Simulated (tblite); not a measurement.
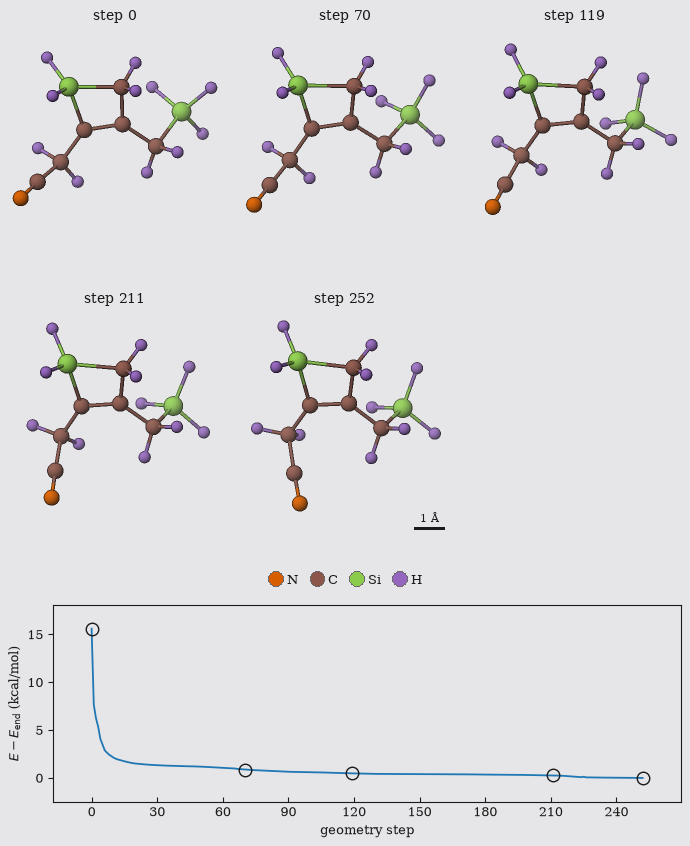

Frames of a relaxation of C₆H₁₁NSi₂, marked on the history of the run. The picture is a ball-and-stick view, seen from a free direction.

Computed with GFN2-xTB geometry optimisation, gas phase (tblite). 

> Describe the path.

After 252 geometry steps the energy has fallen by 15.6 kcal/mol. The largest move after the best rigid fit is that of the N atom, 2.12 Å. Largest moves by element: N 2.12 Å, H 1.40 Å, C 1.18 Å, Si 0.57 Å. Near-neighbour distances that change, for instance: C–Si 1.804 → 1.924 Å, C–Si 1.843 → 1.884 Å, C–C 1.480 → 1.440 Å, C–Si 1.882 → 1.912 Å. Bond angles that change, for instance: C–C–C 97.1° → 104.2°, C–C–Si 130.4° → 137.3°, C–C–H 114.4° → 108.2°. Groups turn about C–C by about 55°, C–Si by about 30°, C–C by about 25°. From step 0 to 70: an H atom moves most (0.64 Å), energy −14.7 kcal/mol. From step 70 to 119: an H atom moves most (0.80 Å), energy −0.40 kcal/mol. From step 119 to 211: the N atom moves most (0.73 Å), energy −0.21 kcal/mol. From step 211 to 252: the N atom moves most (0.75 Å), energy −0.26 kcal/mol.

```csv
step,"E − E(0), kcal/mol"
0,0.00
1,-7.96
2,-9.36
3,-10.25
4,-11.52
5,-12.12
6,-12.72
7,-12.96
8,-13.17
9,-13.33
10,-13.48
23,-14.16
35,-14.32
48,-14.40
61,-14.55
74,-14.78
86,-14.91
99,-15.00
112,-15.07
125,-15.16
137,-15.19
150,-15.20
163,-15.22
176,-15.24
188,-15.27
201,-15.31
214,-15.36
227,-15.54
239,-15.58
252,-15.60
```
